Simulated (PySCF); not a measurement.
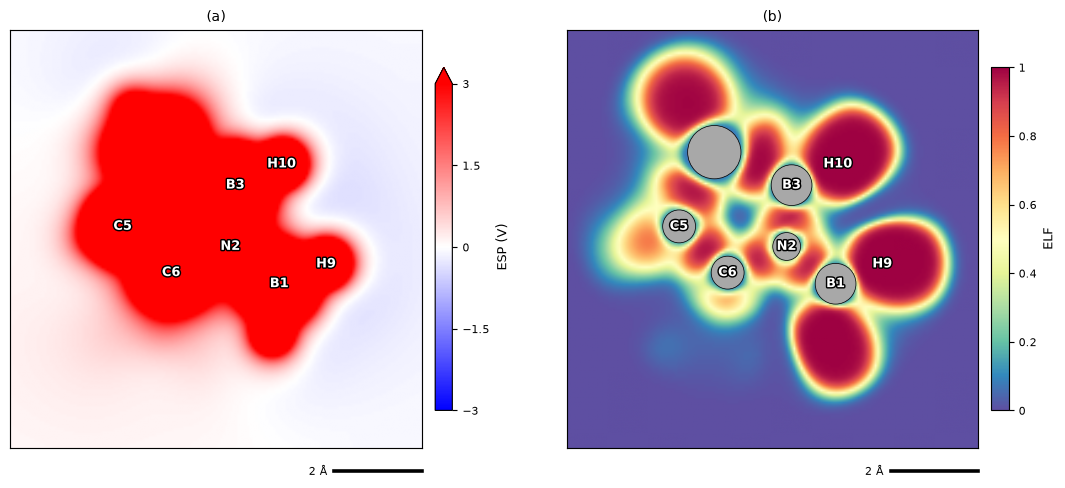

C3H11B2NSi (SMILES BN1B[SiH2]C[C@H]1C). (a) molecular electrostatic potential; (b) ELF on the plane of atoms N2, C6 and C5. Grey discs cover the atomic cores in the ELF map.

Geometry: GFN2-xTB.

Method: PySCF, CAM-B3LYP/def2-SVPD, SCF density, gas phase.

Input

```
{"job": {"kind": "uv", "xc": "CAM-B3LYP", "basis": "def2-SVPD", "nstates": 8, "ntriplets": 3}, "charge": 0, "multiplicity": 1}
B     -1.455600    -1.796114    -0.040207
N     -0.328774    -0.946543    -0.131091
B      0.916807    -1.397199    -0.618285
Si     2.287227    -0.105481    -0.122870
C      0.940289     1.144410     0.419780
C     -0.400490     0.397330     0.482975
C     -1.493245     1.212480    -0.211541
H     -2.368838    -1.499233     0.632896
H     -1.448964    -2.811676    -0.618009
H      0.966198    -2.425165    -1.173478
H      3.170531     0.553540    -1.101089
H      3.159450    -0.392520     1.033161
H      0.870774     1.946193    -0.315555
H      1.142462     1.619800     1.377120
H     -0.687846     0.256495     1.533057
H     -1.266456     1.306015    -1.272629
H     -1.547161     2.208097     0.223920
H     -2.465122     0.735890    -0.109813
```

Run with:

```sh
OMP_NUM_THREADS=1 python probes_run.py task.json out
```

Q: Describe what can be read from this map.

A:
- The plane passes through B, N, C and H nuclei.
- B–N (1.41 Å): the ELF peaks at about 0.95 between the atoms: a polar covalent bond.
- C–N (1.48 Å): the ELF peaks at about 0.95 between the atoms; localised, covalent bonding.
- C–C (1.54 Å): the ELF peaks at about 0.95 between the atoms: a shared electron pair.
- B–H (1.17 Å): the ELF climbs to about 1 towards the hydrogen, as it does in any bond to H (a covalent bond by its length).
- Outside the dense part of the molecule the potential is most negative (−0.4 V) near H10.
